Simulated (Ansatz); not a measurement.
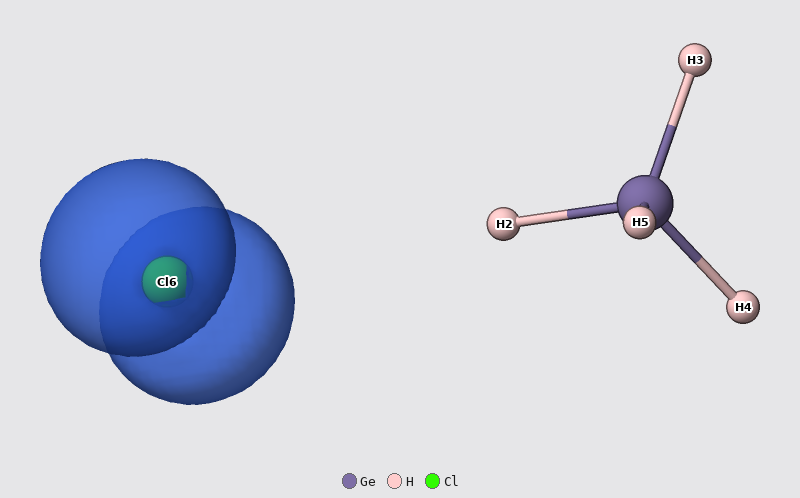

*GeH$_{4}$···Cl (doublet). Isosurface of the spin density at +0.03 e/Å³ (blue), seen at a tilt.*

Method: Ansatz 0.2.0, UHF/def2-SVP.

```xyz
6

Ge    0.0050    0.0000   -0.2403
H     0.0244    0.0000    1.2926
H     1.4434    0.0000   -0.7717
H    -0.7238    1.2513   -0.7448
H    -0.7238   -1.2513   -0.7448
Cl   -0.0236    0.0000    4.9304
```

Q: Where is the unpaired spin?

A: The unpaired spin (1 electron) lies mostly on Cl6 (about 1.0), in electrons by Hirshfeld's partition.
